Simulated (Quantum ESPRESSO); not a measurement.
# 1T-PtTe2, 2 layers, AA stacking: a series in the field along the normal, part 3 of 4

Wanted: a table for 1T-PtTe2, 2 layers, AA stacking against the field along the normal, and what can be fitted to it.

Quantum ESPRESSO 7.5; plane-wave DFT, PBE, GBRV ultrasoft pseudopotentials.

So far. Step 2 (Variable-cell relaxation of the reference):  The last row is no step: it is a fresh SCF in the final cell with a new plane-wave basis, -0 meV from the row before. Step 3 (Self-consistent run, 0 V/Å): By band count these two levels touch or overlap: there is no gap, and they are no band edges.

### 5. Band structure, 0 V/Å

Bands along a path place the edges.

Input file m0.bands.in:

```
&control
  prefix = 'm0.bands'
  outdir = './out'
  pseudo_dir = './pseudo'
  calculation = 'bands'
  tefield = .true.
  dipfield = .true.
/
&system
  ibrav = 0
  nat = 6
  ntyp = 2
  ecutwfc = 40
  ecutrho = 200
  occupations = 'smearing'
  smearing = 'fd'
  degauss = 0.002
  edir = 3
  emaxpos = 0.97
  eopreg = 0.04
  eamp = 0.0
  nbnd = 34
/
&electrons
  conv_thr = 1e-07
  mixing_beta = 0.4
  electron_maxstep = 120
  mixing_mode = 'local-TF'
/
ATOMIC_SPECIES
  Te  127.6000  te_pbe_v1.uspp.F.UPF
  Pt  195.0840  pt_pbe_v1.4.uspp.F.UPF
CELL_PARAMETERS angstrom
  4.02485316100000 0.00000000000000 0.00000000000000
  -2.01242658100000 3.48562508400000 0.00000000000000
  0.00000000000000 0.00000000000000 25.09665355100000
ATOMIC_POSITIONS crystal
  Te  0.666666666700 0.333333333300 0.341041428700
  Pt  0.000000000000 0.000000000000 0.397488447000
  Te  0.333333333300 0.666666666700 0.451931392900
  Te  0.666666666700 0.333333333300 0.548068607100
  Pt  0.000000000000 0.000000000000 0.602511553000
  Te  0.333333333300 0.666666666700 0.658958571300
K_POINTS crystal_b
4
  0.0000000000 0.0000000000 0.0000000000 10
  0.5000000000 0.0000000000 0.0000000000 10
  0.3333333333 0.3333333333 0.0000000000 10
  0.0000000000 0.0000000000 0.0000000000 1
```

Started as:

```bash
$ cp -r out/m0.scf.save out/m0.bands.save
$ cp out/m0.scf.xml out/m0.bands.xml
$ OMP_NUM_THREADS=1 mpirun -n 4 pw.x -nk 4 -in m0.bands.in > m0.bands.out
```

What it wrote:

```text
[banner, memory and clock lines left out]
Program PWSCF v.7.5 starts

          URL

     Presently no symmetry can be used with electric field

     Atomic positions and unit cell read from directory:
     ./out/m0.bands.save/

     G-vector sticks info

     bravais-lattice index     =            0
     lattice parameter (alat)  =       7.6059  a.u.
     unit-cell volume          =    2375.9819 (a.u.)^3
     number of atoms/cell      =            6
     number of atomic types    =            2
     number of electrons       =        56.00
     number of Kohn-Sham states=           34
     kinetic-energy cutoff     =      40.0000  Ry
     charge density cutoff     =     200.0000  Ry
     Exchange-correlation=  SLA  PW   PBX  PBC
                           (   1   4   3   4   0   0   0)

     celldm(1)=   7.605870  celldm(2)=   0.000000  celldm(3)=   0.000000
     celldm(4)=   0.000000  celldm(5)=   0.000000  celldm(6)=   0.000000

     crystal axes: (cart. coord. in units of alat)
               a(1) = (   1.000000   0.000000   0.000000 )
               a(2) = (  -0.500000   0.866025   0.000000 )
               a(3) = (   0.000000   0.000000   6.235421 )

     reciprocal axes: (cart. coord. in units 2 pi/alat)
               b(1) = (  1.000000  0.577350 -0.000000 )
               b(2) = (  0.000000  1.154701  0.000000 )
               b(3) = (  0.000000 -0.000000  0.160374 )

     PseudoPot. # 1 for Te read from file:
     ./pseudo/te_pbe_v1.uspp.F.UPF
     Pseudo is Ultrasoft + core correction, Zval =  6.0
     Generated by new atomic code, or converted to UPF format
     Using radial grid of  891 points,  5 beta functions with:
                l(1) =   0
                l(2) =   0
                l(3) =   1
                l(4) =   1
                l(5) =   2
     Q(r) pseudized with  6 coefficients,  rinner =    1.800   1.800   1.800
                                                       1.800   1.800

     PseudoPot. # 2 for Pt read from file:
     ./pseudo/pt_pbe_v1.4.uspp.F.UPF
     Pseudo is Ultrasoft + core correction, Zval = 16.0
     Generated by new atomic code, or converted to UPF format
     Using radial grid of  985 points,  6 beta functions with:
                l(1) =   0
                l(2) =   0
                l(3) =   1
                l(4) =   1
                l(5) =   2
                l(6) =   2
     Q(r) pseudized with  8 coefficients,  rinner =    1.300   1.300   1.300
                                                       1.300   1.300

     atomic species   valence    mass     pseudopotential
     Te                6.00   127.60000     Te( 1.00)
     Pt               16.00   195.08400     Pt( 1.00)

     No symmetry found

   Cartesian axes

     site n.     atom                  positions (alat units)
         1        Te     tau(   1) = (   0.5000000   0.2886751   2.1265369  )
         2        Pt     tau(   2) = (   0.0000000   0.0000000   2.4785078  )
         3        Te     tau(   3) = (  -0.0000000   0.5773503   2.8179825  )
         4        Te     tau(   4) = (   0.5000000   0.2886751   3.4174385  )
         5        Pt     tau(   5) = (   0.0000000   0.0000000   3.7569131  )
         6        Te     tau(   6) = (  -0.0000000   0.5773503   4.1088841  )

     number of k points=    31  Fermi-Dirac smearing, width (Ry)=  0.0020
                       cart. coord. in units 2pi/alat
        k(    1) = (   0.0000000   0.0000000   0.0000000), wk =   0.0645161
        k(    2) = (   0.0500000   0.0288675   0.0000000), wk =   0.0645161
        k(    3) = (   0.1000000   0.0577350   0.0000000), wk =   0.0645161
        k(    4) = (   0.1500000   0.0866025   0.0000000), wk =   0.0645161
        k(    5) = (   0.2000000   0.1154701   0.0000000), wk =   0.0645161
        k(    6) = (   0.2500000   0.1443376   0.0000000), wk =   0.0645161
        k(    7) = (   0.3000000   0.1732051   0.0000000), wk =   0.0645161
        k(    8) = (   0.3500000   0.2020726   0.0000000), wk =   0.0645161
        k(    9) = (   0.4000000   0.2309401   0.0000000), wk =   0.0645161
        k(   10) = (   0.4500000   0.2598076   0.0000000), wk =   0.0645161
        k(   11) = (   0.5000000   0.2886751   0.0000000), wk =   0.0645161
        k(   12) = (   0.4833333   0.3175426   0.0000000), wk =   0.0645161
        k(   13) = (   0.4666667   0.3464102   0.0000000), wk =   0.0645161
        k(   14) = (   0.4500000   0.3752777   0.0000000), wk =   0.0645161
        k(   15) = (   0.4333333   0.4041452   0.0000000), wk =   0.0645161
        k(   16) = (   0.4166667   0.4330127   0.0000000), wk =   0.0645161
        k(   17) = (   0.4000000   0.4618802   0.0000000), wk =   0.0645161
        k(   18) = (   0.3833333   0.4907477   0.0000000), wk =   0.0645161
        k(   19) = (   0.3666667   0.5196152   0.0000000), wk =   0.0645161
        k(   20) = (   0.3500000   0.5484828   0.0000000), wk =   0.0645161
        k(   21) = (   0.3333333   0.5773503   0.0000000), wk =   0.0645161
        k(   22) = (   0.3000000   0.5196152   0.0000000), wk =   0.0645161
        k(   23) = (   0.2666667   0.4618802   0.0000000), wk =   0.0645161
        k(   24) = (   0.2333333   0.4041452   0.0000000), wk =   0.0645161
        k(   25) = (   0.2000000   0.3464102   0.0000000), wk =   0.0645161
        k(   26) = (   0.1666667   0.2886751   0.0000000), wk =   0.0645161
        k(   27) = (   0.1333333   0.2309401   0.0000000), wk =   0.0645161
        k(   28) = (   0.1000000   0.1732051   0.0000000), wk =   0.0645161
        k(   29) = (   0.0666667   0.1154701   0.0000000), wk =   0.0645161
        k(   30) = (   0.0333333   0.0577350   0.0000000), wk =   0.0645161
        k(   31) = (   0.0000000   0.0000000   0.0000000), wk =   0.0645161

     Dense  grid:   113529 G-vectors     FFT dimensions: (  36,  36, 216)

     Smooth grid:    81395 G-vectors     FFT dimensions: (  32,  32, 192)

     The potential is recalculated from file :
     ./out/m0.bands.save/charge-density

     negative rho (up, down):  3.435E-01 0.000E+00

     Adding external electric field

     Computed dipole along edir(3) :
        Dipole                0.0001 Ry au,          0.0003 Debye
        Dipole field          0.0000 Ry au,

        Potential amp.       -0.0001 Ry
        Total length         45.5288 bohr

     Starting wfcs are   40 randomized atomic wfcs

     Band Structure Calculation
     Davidson diagonalization with overlap

     ethr =  1.79E-10,  avg # of iterations = 39.3

     End of band structure calculation

          k = 0.0000 0.0000 0.0000 ( 10217 PWs)   bands (ev):

   -51.3587 -51.3587 -51.3579 -51.3579 -51.3104 -51.3095 -11.7240 -11.0529
[...]
-51.3629 -51.3620 -51.3597 -51.3588 -51.3097 -51.3088 -10.0872  -9.6169
    -9.4245  -9.3982  -4.7912  -4.5683  -3.2581  -3.1445  -2.9438  -2.5369
    -2.3587  -1.7519  -1.3173  -1.2567  -1.2444  -1.1878  -1.1136  -0.8945
    -0.8925  -0.5275  -0.2708   0.7128   2.7251   2.9767   3.6175   4.1225
     5.0414   5.3372

          k = 0.4833 0.3175 0.0000 ( 10154 PWs)   bands (ev):

   -51.3629 -51.3620 -51.3597 -51.3589 -51.3097 -51.3088 -10.0823  -9.6149
    -9.4217  -9.3969  -4.7805  -4.5629  -3.3015  -3.0943  -2.9602  -2.5292
    -2.3577  -1.7675  -1.3228  -1.2582  -1.2281  -1.1985  -1.1647  -1.1241
    -0.6460  -0.5983  -0.1998   0.7163   2.7090   2.9595   3.6047   4.0743
     5.0756   5.3990

          k = 0.4667 0.3464 0.0000 ( 10152 PWs)   bands (ev):

   -51.3628 -51.3620 -51.3598 -51.3590 -51.3097 -51.3088 -10.0678  -9.6095
    -9.4135  -9.3928  -4.7485  -4.5472  -3.3697  -3.0065  -3.0030  -2.5141
    -2.3568  -1.8107  -1.4738  -1.3465  -1.2501  -1.2161  -1.1976  -1.1339
    -0.6855  -0.4491  -0.0877   0.7184   2.6641   2.9305   3.5238   3.9922
     5.1808   5.5465

          k = 0.4500 0.3753 0.0000 ( 10138 PWs)   bands (ev):

   -51.3627 -51.3619 -51.3599 -51.3591 -51.3097 -51.3088 -10.0440  -9.6024
    -9.4003  -9.3855  -4.6953  -4.5219  -3.4359  -3.0599  -2.9109  -2.5102
    -2.3643  -1.8734  -1.7504  -1.4383  -1.2483  -1.2438  -1.2116  -1.0787
    -0.7022  -0.3122   0.0093   0.6993   2.6115   2.9221   3.3228   3.9638
     5.3598   5.6858

          k = 0.4333 0.4041 0.0000 ( 10136 PWs)   bands (ev):

   -51.3626 -51.3618 -51.3601 -51.3593 -51.3097 -51.3088 -10.0117  -9.5959
    -9.3830  -9.3744  -4.6214  -4.4889  -3.4975  -3.1213  -2.8224  -2.5436
    -2.4005  -1.9654  -1.9440  -1.5839  -1.2610  -1.2538  -1.2250  -0.9878
    -0.6587  -0.2362   0.0835   0.6444   2.5716   2.9512   3.0523   3.9673
     5.6060   5.7301

          k = 0.4167 0.4330 0.0000 ( 10136 PWs)   bands (ev):

   -51.3625 -51.3616 -51.3603 -51.3595 -51.3096 -51.3088  -9.9718  -9.5930
    -9.3628  -9.3594  -4.5272  -4.4509  -3.5551  -3.1821  -2.7883  -2.6431
    -2.4551  -2.0686  -2.0013  -1.7139  -1.2788  -1.2758  -1.2334  -0.8764
    -0.5853  -0.2178   0.1348   0.5628   2.5355   2.7731   3.0288   3.9655
     5.6720   5.8995

          k = 0.4000 0.4619 0.0000 ( 10138 PWs)   bands (ev):

   -51.3624 -51.3615 -51.3606 -51.3597 -51.3096 -51.3088  -9.9256  -9.5962
    -9.3417  -9.3409  -4.4136  -4.4120  -3.6107  -3.2429  -2.8792  -2.8093
    -2.4184  -2.0868  -2.0279  -1.8076  -1.3101  -1.3012  -1.2482  -0.7535
    -0.5018  -0.2478   0.1628   0.4787   2.4860   2.5218   3.1504   3.9457
     5.5589   6.2094

          k = 0.3833 0.4907 0.0000 ( 10144 PWs)   bands (ev):

   -51.3622 -51.3613 -51.3609 -51.3600 -51.3096 -51.3088  -9.8743  -9.6075
    -9.3225  -9.3202  -4.3780  -4.2815  -3.6656  -3.3164  -3.0148  -2.9958
    -2.3110  -2.0702  -2.0313  -1.8708  -1.3565  -1.3267  -1.2782  -0.6290
    -0.4202  -0.3026   0.1666   0.4065   2.3243   2.4191   3.2955   3.9056
     5.4380   6.4983

          k = 0.3667 0.5196 0.0000 ( 10142 PWs)   bands (ev):

   -51.3620 -51.3611 -51.3611 -51.3603 -51.3096 -51.3088  -9.8197  -9.6288
    -9.3054  -9.3026  -4.3553  -4.1327  -3.7164  -3.4390  -3.1306  -3.1202
    -2.1874  -2.0382  -2.0291  -1.9095  -1.4241  -1.3518  -1.3172  -0.5155
    -0.3523  -0.3492   0.1524   0.3418   2.1998   2.3406   3.4423   3.8461
     5.3395   6.7257

          k = 0.3500 0.5485 0.0000 ( 10102 PWs)   bands (ev):

   -51.3618 -51.3613 -51.3609 -51.3605 -51.3096 -51.3087  -9.7635  -9.6616
    -9.2931  -9.2909  -4.3472  -3.9697  -3.7540  -3.6141  -3.1866  -3.1794
    -2.0875  -2.0345  -1.9869  -1.9278  -1.5118  -1.3713  -1.3478  -0.4261
    -0.3658  -0.3208   0.1481   0.2739   2.1565   2.2603   3.5749   3.7700
     5.2780   6.8583

          k = 0.3333 0.5774 0.0000 ( 10098 PWs)   bands (ev):

   -51.3616 -51.3615 -51.3608 -51.3607 -51.3096 -51.3087  -9.7083  -9.7079
    -9.2881  -9.2873  -4.3476  -3.8158  -3.7727  -3.7724  -3.1986  -3.1979
    -2.0481  -2.0479  -1.9375  -1.9373  -1.5643  -1.3791  -1.3597  -0.3725
    -0.3515  -0.3514   0.1969   0.1972   2.1882   2.1886   3.6820   3.6822
     5.2579   6.8957

          k = 0.3000 0.5196 0.0000 ( 10132 PWs)   bands (ev):

   -51.3620 -51.3611 -51.3611 -51.3603 -51.3096 -51.3088  -9.8497  -9.6164
    -9.3078  -9.3003  -4.3125  -4.0625  -3.7746  -3.4364  -3.1607  -3.1508
    -2.1199  -2.0818  -2.0369  -1.9765  -1.3886  -1.3425  -1.2779  -0.5772
    -0.3021  -0.2986   0.0590   0.4332   2.1019   2.4058   3.5010   3.7933
     5.3233   6.8230

          k = 0.2667 0.4619 0.0000 ( 10138 PWs)   bands (ev):

   -51.3621 -51.3612 -51.3607 -51.3598 -51.3097 -51.3088 -10.0615  -9.6190
    -9.3388  -9.3144  -4.1537  -4.1517  -3.7839  -3.1980  -3.0957  -2.9798
    -2.3113  -2.1345  -2.1237  -2.0202  -1.2534  -1.2517  -0.9584  -0.7781
    -0.3507  -0.2463   0.1207   0.7169   2.1128   2.6684   3.4036   3.7412
     5.4604   6.7184

          k = 0.2333 0.4041 0.0000 ( 10130 PWs)   bands (ev):

   -51.3620 -51.3611 -51.3603 -51.3594 -51.3097 -51.3089 -10.3307  -9.7751
    -9.3938  -9.2502  -4.0597  -3.9131  -3.7682  -3.1325  -3.0660  -2.7761
    -2.4454  -2.2043  -2.1964  -1.9896  -1.2099  -1.1767  -0.8262  -0.6328
    -0.2615  -0.0910   0.3164   0.9786   2.2205   2.7723   3.5144   3.5358
     5.6017   6.6377

          k = 0.2000 0.3464 0.0000 ( 10148 PWs)   bands (ev):

   -51.3616 -51.3608 -51.3599 -51.3590 -51.3098 -51.3090 -10.6287 -10.0146
    -9.4588  -9.1633  -3.9296  -3.8358  -3.4178  -3.1493  -3.0923  -2.7056
    -2.5712  -2.2223  -2.1919  -1.9288  -1.2463  -1.1612  -0.6364  -0.3315
     0.0861   0.2169   0.5357   1.1955   2.4132   2.7734   3.1537   3.7903
     5.7481   6.5716

          k = 0.1667 0.2887 0.0000 ( 10171 PWs)   bands (ev):

   -51.3611 -51.3602 -51.3595 -51.3587 -51.3100 -51.3091 -10.9247 -10.2792
    -9.5294  -9.0807  -3.9776  -3.5967  -3.1948  -3.1733  -3.1118  -2.6824
    -2.5749  -2.1744  -2.1096  -1.9255  -1.2386  -1.1370  -0.2345  -0.0319
     0.5167   0.5867   0.7587   1.4003   2.5517   2.8264   2.8724   3.9594
     5.9272   6.4708

          k = 0.1333 0.2309 0.0000 ( 10179 PWs)   bands (ev):

   -51.3605 -51.3596 -51.3592 -51.3584 -51.3101 -51.3092 -11.1938 -10.5326
    -9.6004  -9.0104  -4.0010  -3.4990  -3.2825  -3.2204  -3.1510  -2.6069
    -2.2535  -2.0973  -1.9751  -1.9054  -1.1343  -1.0462   0.2356   0.2762
     0.7839   0.8448   1.1104   1.6877   2.3044   2.9999   3.1050   3.9482
     6.1478   6.2932

          k = 0.1000 0.1732 0.0000 ( 10201 PWs)   bands (ev):

   -51.3598 -51.3590 -51.3589 -51.3581 -51.3102 -51.3094 -11.4181 -10.7501
    -9.6654  -8.9555  -4.0130  -3.4952  -3.3813  -3.2700  -3.2693  -2.6110
    -1.9555  -1.9338  -1.8167  -1.8131  -0.9231  -0.8396   0.4886   0.6971
     0.8433   1.0584   1.3613   2.0335   2.3722   3.3056   3.4016   3.7631
     6.0404   6.0875

          k = 0.0667 0.1155 0.0000 ( 10193 PWs)   bands (ev):

   -51.3592 -51.3588 -51.3584 -51.3580 -51.3103 -51.3095 -11.5857 -10.9153
    -9.7178  -8.9167  -4.0374  -3.4886  -3.4267  -3.3614  -3.3331  -2.7160
    -1.7809  -1.7625  -1.7128  -1.6954  -0.6942  -0.5058   0.6233   0.8480
     0.9285   1.3811   1.3983   2.3986   2.8856   3.3218   3.6391   3.8092
     5.7946   5.8236

          k = 0.0333 0.0577 0.0000 ( 10209 PWs)   bands (ev):

   -51.3588 -51.3587 -51.3580 -51.3579 -51.3104 -51.3095 -11.6891 -11.0181
    -9.7518  -8.8939  -4.0696  -3.4667  -3.4395  -3.4019  -3.3810  -2.8188
    -1.6786  -1.6687  -1.6453  -1.6362  -0.5647  -0.1976   0.5405   1.0155
     1.1203   1.4985   1.5862   2.5770   3.2368   3.3370   3.8969   4.0607
     5.4100   5.5857

          k = 0.0000 0.0000 0.0000 ( 10217 PWs)   bands (ev):

   -51.3587 -51.3587 -51.3579 -51.3579 -51.3104 -51.3095 -11.7240 -11.0529
    -9.7636  -8.8864  -4.0843  -3.4526  -3.4526  -3.3995  -3.3995  -2.8610
    -1.6427  -1.6427  -1.6197  -1.6197  -0.5309  -0.0863   0.4967   1.1630
     1.1630   1.6210   1.6210   2.4448   3.4407   3.4407   4.1223   4.1223
     5.1602   5.4807

     XML data file, pseudopotentials, collected wavefunctions

                                        0.00s GPU  (     415 calls)
```

It took 32 s on 4 MPI ranks of Arm Neoverse V2, shared host; peak memory 0.5 GiB.

Read from the output:

```
valence top, on the run's zero       : 2.577 eV
conduction bottom, on the run's zero : 2.102 eV
```

Band numbers count within the set of bands kept for display. Electronic bands along the path, in eV, zero at the Fermi level; # counts the bands kept:

| point | #15 | #16 | #17 | #18 | #19 | #20 | #21 | #22 |
| --- | --- | --- | --- | --- | --- | --- | --- | --- |
| Γ | -1.00 | -0.54 | -0.54 | 0.29 | 1.28 | 1.28 | 1.96 | 1.96 |
| M | -3.05 | -2.69 | -2.43 | -1.45 | 0.57 | 0.82 | 1.46 | 1.96 |
| K | -2.51 | -2.51 | -1.96 | -1.96 | 0.03 | 0.03 | 1.52 | 1.52 |
| Γ | -1.00 | -0.54 | -0.54 | 0.29 | 1.28 | 1.28 | 1.96 | 1.96 |

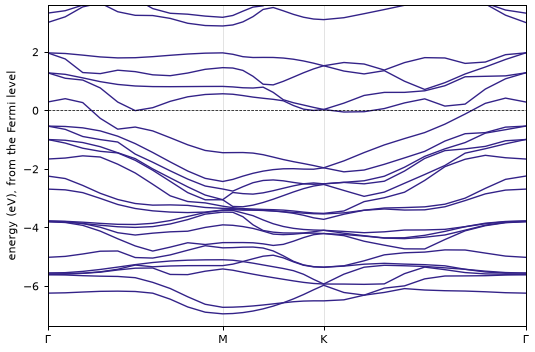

Electronic bands along the path.

By band count these two levels touch or overlap: there is no gap, and they are no band edges.

(Part 3 of 4 ends here.)

[Logs are printed without paths, hosts, clocks, repeated set-up lines and the standing remarks that a program may print on its own settings, such as how far it seeks lower states.]

[Hosts, paths, dates, database ids (printed as entryN), source tags and the programs' standing remarks are cut or masked in the printed files.]

[Maps of the electrostatic potential energy from Ansatz leave out the sawtooth potential of an applied field or a dipole correction, so their vacuum need not be flat; planar profiles and work functions include it.]
